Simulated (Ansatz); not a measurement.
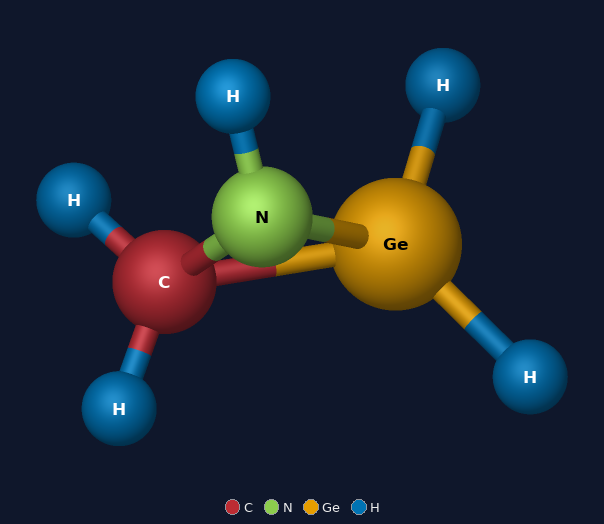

The computed structure is the end point of a PBE0-D4/def2-TZVP optimisation.

Give the formula.

CH5GeN, 8 atoms: 1 carbon, 5 hydrogen, 1 germanium and 1 nitrogen.

Give a SMILES string for it.

[CH2]1[NH][GeH2]1

Count the bonded pairs by element.

2 C–H, 2 Ge–H, 1 C–N, 1 Ge–N, 1 C–Ge, 1 N–H.

The parts below concern this one geometry. Atoms keep their numbers from picture to picture.

Symmetry

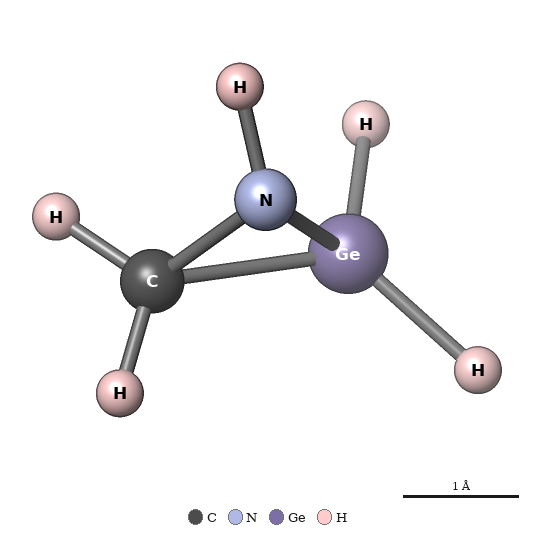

Depth is shown by fading: the farther an atom, the more it takes the colour of the background. Masses are those of the most abundant isotopes; constants are for the rigid equilibrium geometry.

Classify the rotor and give the rotational constants (cm⁻¹).

An asymmetric top (C1): A = 0.696, B = 0.223, C = 0.191 cm⁻¹. Ray's parameter κ is −0.87, close to the prolate limit.

Levels of theory compared

Program: Ansatz 0.2.0.

At this fixed geometry, give HOMO–LUMO gap (eV), HOMO energy (eV), dipole (D) at these levels: B3LYP-D4/def2-TZVPP; PBE-D4/def2-TZVPP; r2SCAN-D4/def2-TZVPP; ωB97M-V/def2-TZVPP.

| level | HOMO–LUMO gap (eV) | HOMO energy (eV) | dipole (D) |
| --- | --- | --- | --- |
| B3LYP-D4/def2-TZVPP | 5.88 | −6.19 | 1.55 |
| PBE-D4/def2-TZVPP | 4.37 | −5.25 | 1.41 |
| r2SCAN-D4/def2-TZVPP | 4.81 | −5.48 | 1.45 |
| ωB97M-V/def2-TZVPP | 10.33 | −8.58 | 1.62 |

Vibrations

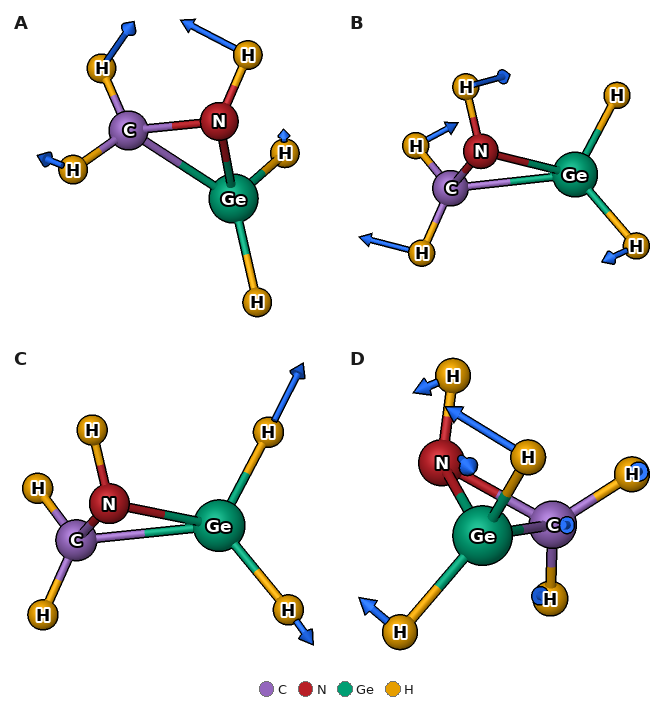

4 normal modes of one molecule or complex, as arrows. Harmonic vibrations computed with RKS PBE0-D4/def2-TZVP (Ansatz 0.2.0) at a stationary point of the same level.

Match the panels to the wavenumbers 629 cm⁻¹, 813 cm⁻¹, 997 cm⁻¹, 2195 cm⁻¹.

A: 997 cm⁻¹, angle bending
B: 813 cm⁻¹, angle bending
C: 2195 cm⁻¹, Ge–H stretching
D: 629 cm⁻¹

Thermal motion

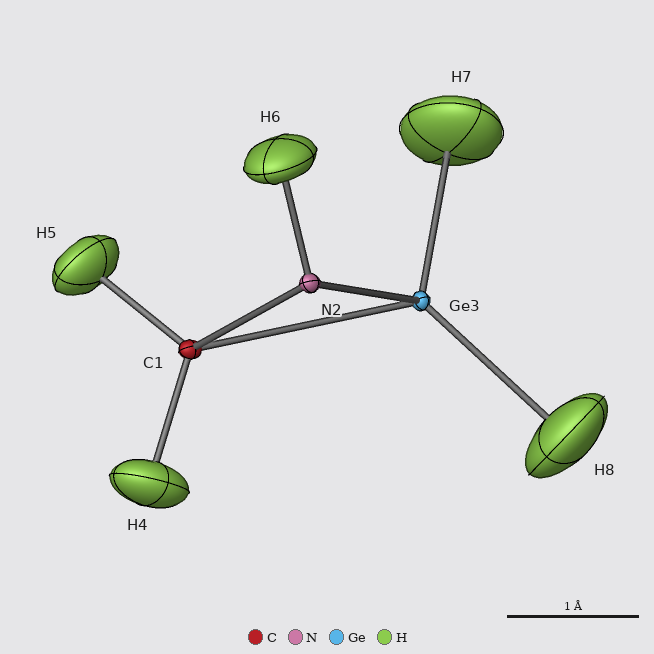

Displacement ellipsoids at the 50 % level, enlarged 1.5 times, from the internal vibrations of the free molecule (harmonic, no overall translation or rotation; no half-axis is drawn under 0.075 Å). Vibrations computed with RKS PBE0-D4/def2-TZVP (Ansatz 0.2.0). Temperature: 298 K.

Which atom has the largest mean-square displacement?

H7, with U_eq = 0.0242 Å².

Does H7 move more along its bond or across it?

Across it: the root-mean-square amplitude is 0.087 Å along the bond and up to 0.195 Å across, since bending and torsion are softer than stretching.

Give the displacement parameters, one line for each set of equivalent atoms.

```json
{"atom": "C1", "U_eq (Å²)": "0.0011", "rms amplitudes (Å)": "0.022, 0.033, 0.042"}
{"atom": "N2", "U_eq (Å²)": "0.0010", "rms amplitudes (Å)": "0.018, 0.029, 0.043"}
{"atom": "Ge3", "U_eq (Å²)": "0.00007", "rms amplitudes (Å)": "0.005, 0.007, 0.012"}
{"atom": "H4", "U_eq (Å²)": "0.0129", "rms amplitudes (Å)": "0.074, 0.114, 0.142"}
{"atom": "H5", "U_eq (Å²)": "0.0132", "rms amplitudes (Å)": "0.074, 0.115, 0.144"}
{"atom": "H6", "U_eq (Å²)": "0.0140", "rms amplitudes (Å)": "0.070, 0.119, 0.152"}
{"atom": "H7", "U_eq (Å²)": "0.0242", "rms amplitudes (Å)": "0.087, 0.164, 0.195"}
{"atom": "H8", "U_eq (Å²)": "0.0230", "rms amplitudes (Å)": "0.087, 0.164, 0.186"}
```
